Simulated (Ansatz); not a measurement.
**CH2FN (SMILES N=CF): levels of theory compared**

We compute a comparison of 6 runs (HF/STO-3G, UHF/STO-3G, CAM-B3LYP/STO-3G, UPBE0/STO-3G, wB97X/STO-3G, UCCSD(T)/STO-3G) of CH2FN. 

The calculation is run with Ansatz 0.2.0.

## Step 1: The structure to begin with

CH2FN: 5 atoms, total charge 0, spin state singlet. SMILES: `N=CF`. The H5–C2 distance was set to 1.365 Å, away from the relaxed value.

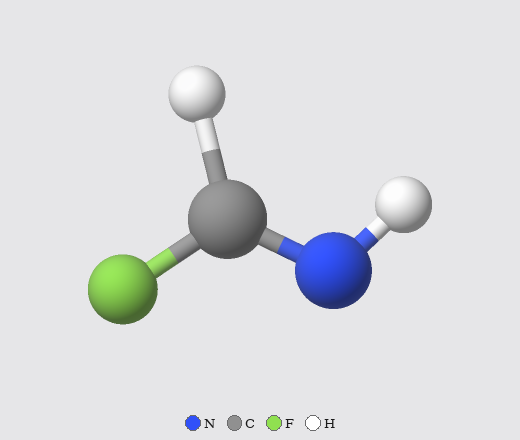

The structure, seen from a chosen angle (nitrogen blue, carbon grey, fluorine green, hydrogen white).

## Step 2: The energy at HF/STO-3G (run 1)

Input file job.yaml:

```yaml
crystal:
  periodic: [false, false, false]
  atoms:
    - {symbol: N, position_ang: [-0.789476, -0.709529, -0.507376]}
    - {symbol: C, position_ang: [0.226924, -0.289629, 0.069724]}
    - {symbol: F, position_ang: [1.172824, -1.139929, 0.453224]}
    - {symbol: H, position_ang: [-1.413476, 0.058971, -0.734876]}
    - {symbol: H, position_ang: [0.574800, 0.986000, 0.407600]}
basis:
  gaussian: {orbitals: STO-3G}
accuracy: high
hamiltonian: {xc: hf}
```

Command:

```sh
$ ansatz run job.yaml --threads 1 --pin off --max-ram 2610MiB --events-out events.jsonl --progress --plain --runs-dir runs
```

Output:

```text
Warning: RAYON_NUM_THREADS=1 ignored (pool sized by the plan → 1); use --threads N
Functional definition: HF
  name "HF"
  exchange = exact_x
  correlation = 0
298 factors; integrals over basis functions are off by at most 4.6e-8 eV
mean field evaluation 1: about -5173.8282 eV, gradient 3.0e1 eV
mean field evaluation 2: about -5173.9235 eV, gradient 3.0e1 eV
mean field evaluation 4: about -5176.8866 eV, gradient 2.2e0 eV
mean field evaluation 8: about -5176.9262 eV, gradient 7.0e-2 eV
mean field -5176.92620493 eV, -190.2485289844 hartree, gradient 2.7e-8 eV, S^2 0.000000; 0 other end points of the search recorded, 0 dependent functions left out
reference -5176.92620493 eV, -190.2485289844 hartree; 12, 12 occupied and 5, 5 virtual orbitals, 298 factors
Total energy: -5176.92620493 eV, -190.2485289844 hartree
```

It took 0.08 s on 1 thread of Arm Neoverse V2, shared host.

## Step 3: The energy at UHF/STO-3G (run 2)

Input file in.yaml:

```yaml
crystal:
  periodic: [false, false, false]
  atoms:
    - {symbol: N, position_ang: [-0.789476, -0.709529, -0.507376]}
    - {symbol: C, position_ang: [0.226924, -0.289629, 0.069724]}
    - {symbol: F, position_ang: [1.172824, -1.139929, 0.453224]}
    - {symbol: H, position_ang: [-1.413476, 0.058971, -0.734876]}
    - {symbol: H, position_ang: [0.574800, 0.986000, 0.407600]}
basis:
  gaussian: {orbitals: STO-3G}
total_charge: 0
magnetization: {spin_polarized: true}
hamiltonian: {xc: hf}
accuracy: high
```

Command:

```sh
$ ansatz run in.yaml --threads 1 --pin off --max-ram 2610MiB --events-out events.jsonl --progress --plain --runs-dir runs
```

Output:

```text
Warning: RAYON_NUM_THREADS=1 ignored (pool sized by the plan → 1); use --threads N
[... 4 set-up lines as earlier in the session ...]
298 factors; integrals over basis functions are off by at most 4.6e-8 eV
mean field evaluation 1: about -5173.8282 eV, gradient 2.1e1 eV
mean field evaluation 2: about -5173.9235 eV, gradient 2.1e1 eV
mean field evaluation 4: about -5176.8866 eV, gradient 1.6e0 eV
mean field evaluation 8: about -5176.9262 eV, gradient 5.0e-2 eV
mean field evaluation 16: about -5176.9251 eV, gradient 4.5e-1 eV
mean field evaluation 32: about -5176.7338 eV, gradient 2.1e0 eV
mean field evaluation 64: about -5176.8065 eV, gradient 2.2e-1 eV
mean field -5176.93486655 eV, -190.2488472932 hartree, gradient 2.1e-8 eV, S^2 0.085683; 2 other end points of the search recorded, 0 dependent functions left out
reference -5176.93486655 eV, -190.2488472932 hartree; 12, 12 occupied and 5, 5 virtual orbitals, 298 factors
Total energy: -5176.93486655 eV, -190.2488472932 hartree
```

It took 0.16 s on 1 thread of Arm Neoverse V2, shared host.

## Step 4: The energy at CAM-B3LYP/STO-3G (run 3)

Input file job.yaml:

```yaml
basis:
  gaussian: {orbitals: STO-3G}
crystal:
  periodic: [false, false, false]
  atoms:
    - {symbol: "N", position_ang: [-0.789476, -0.709529, -0.507376]}
    - {symbol: C, position_ang: [0.226924, -0.289629, 0.069724]}
    - {symbol: F, position_ang: [1.172824, -1.139929, 0.453224]}
    - {symbol: H, position_ang: [-1.413476, 0.058971, -0.734876]}
    - {symbol: H, position_ang: [0.574800, 0.986000, 0.407600]}
hamiltonian: {xc: {name: CAM-B3LYP}}
accuracy: high
```

Command:

```sh
$ ansatz run job.yaml --threads 1 --pin off --max-ram 2610MiB --events-out events.jsonl --progress --plain --runs-dir runs
```

Output:

```text
Warning: RAYON_NUM_THREADS=1 ignored (pool sized by the plan → 1); use --threads N
Functional definition: CAM-B3LYP
  name "CAM-B3LYP"
  parameter alpha = 0.19
  parameter beta = 0.46
  parameter omega = 0.33/bohr
  parameter ac = 0.81
  exchange = (1 - alpha - beta)*b88_x + beta*b88_x_sr(omega) + alpha*exact_x + beta*exact_x_lr(omega)
  correlation = (1 - ac)*vwn5_c + ac*lyp_c
298 factors; integrals over basis functions are off by at most 4.6e-8 eV
149 factors; integrals over basis functions are off by at most 6.7e-10 eV
mean field evaluation 1: about -5196.6837 eV, gradient 3.0e1 eV
mean field evaluation 2: about -5195.1678 eV, gradient 4.2e1 eV
mean field evaluation 4: about -5199.4668 eV, gradient 1.3e0 eV
mean field evaluation 8: about -5199.4305 eV, gradient 7.7e-3 eV
mean field evaluation 16: about -5199.4305 eV, gradient 5.1e-8 eV
mean field -5199.43052199 eV, -191.0755473827 hartree, gradient 4.9e-8 eV, S^2 0.000000; 0 other end points of the search recorded, 0 dependent functions left out
reference -5199.43053262 eV, -191.0755477733 hartree; 12, 12 occupied and 5, 5 virtual orbitals, 298 factors
Total energy: -5199.43053262 eV, -191.0755477733 hartree
```

It took 0.91 s on 1 thread of Arm Neoverse V2, shared host.

Runs 4 to 5 aren't shown in full; the table further down has their settings and results.

## Step 5: The energy at UCCSD(T)/STO-3G (run 6)

in.yaml, as its differences from that of step 3:

```diff
@@ -1 +1,3 @@
+basis:
+  gaussian: {orbitals: STO-3G}
 crystal:
@@ -8,7 +10,5 @@
     - {symbol: H, position_ang: [0.574800, 0.986000, 0.407600]}
-basis:
-  gaussian: {orbitals: STO-3G}
-total_charge: 0
 magnetization: {spin_polarized: true}
-hamiltonian: {xc: hf}
+correlation: {method: ccsd_t, frozen_orbitals: {C: 1, F: 1, H: 0, "N": 1}}
 accuracy: high
+scf: {omitted_lower_state_checks: [cluster_reference, increment]}
```

Command:

```sh
$ ansatz run in.yaml --threads 1 --pin off --max-ram 2610MiB --events-out events.jsonl --progress --plain --runs-dir runs
```

Output:

```text
Warning: RAYON_NUM_THREADS=1 ignored (pool sized by the plan → 1); use --threads N
[... 13 lines left out ...]
3 core orbitals not correlated: weight in the atoms' cores, before any rotation towards them, 1.000 or more for the frozen orbitals, at most 0.000 for the correlated occupied ones
[... 25 lines left out ...]
Total energy: -5181.84963949 eV, -190.4294618674 hartree
Checks for a lower state left out: cluster_reference, increment
```

Run time: 0.26 s. Hardware: 1 thread of Arm Neoverse V2, shared host.

## Step 6: All runs side by side

```tsv
run	level	frozen core orbitals	energy (Eh)	wall time
1	HF/STO-3G	–	-190.248529	0.08 s
2	UHF/STO-3G	–	-190.248847	0.16 s
3	CAM-B3LYP/STO-3G	–	-191.075548	0.91 s
4	UPBE0/STO-3G	–	-190.995062	1.3 s
5	wB97X/STO-3G	–	-191.146103	3.3 s
6	UCCSD(T)/STO-3G	3	-190.429462	0.26 s
```

## Step 7: What came out

| quantity | value |
| --- | --- |
| run 6: total energy | -190.42946 Eh |
| run 6: correlation energy (3 core orbitals frozen) | -180.6 mEh |
| run 6: (T) correction | -4.56 mEh |
| run 6: ⟨S²⟩ of the reference determinant | 0.086 |
| run 6: T1 diagnostic | 0.030 |

In words: Totals of different functionals can't be ranked against each other. In run 6 the T1 diagnostic is large, so a single reference may not serve. In runs 1, 2, 3, 4, 5, 6 the basis is minimal, so dipoles, gaps and forces are rough. All runs together took 6 s, the longest 3.3 s.
